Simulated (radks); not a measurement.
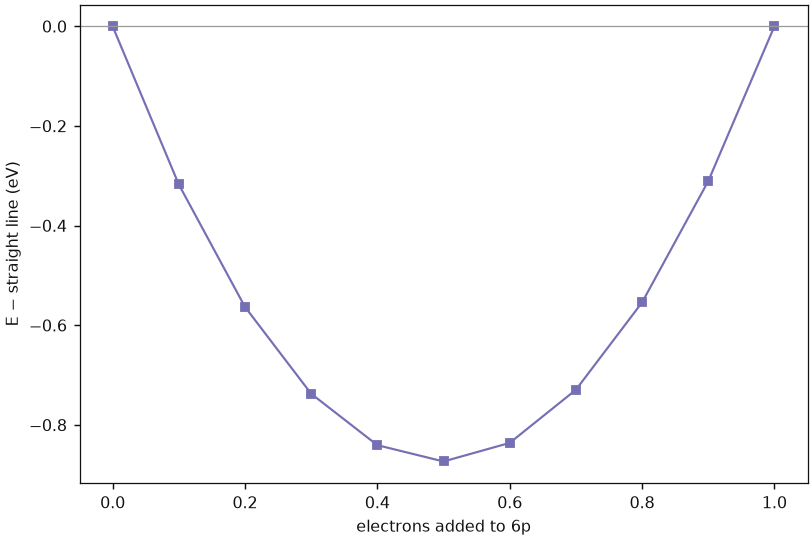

All numbers are computed, not measured: scalar-relativistic Kohn-Sham, PBE, spin-polarised, spherical densities, finite nucleus (the in-house radial solver radks). The occupation of the 6p shell is varied from Pb²⁺ ([Xe] 4f14 5d10 6s2) to Pb⁺ ([Xe] 4f14 5d10 6s2 6p1 (high spin)), with spherical fractional occupations. The plot shows the total energy less the straight line between the end points.

**What does the shape say about the method?**

The curve is convex (below the straight line), with the largest deviation among the points computed, −0.87 eV, at 0.5. The end points differ by 13.6 eV, the energy to take the electron out. Convexity is the mark of the delocalisation error, which puts fractional charges too low; for p, d and f shells the spherical spreading of the fraction adds to it.
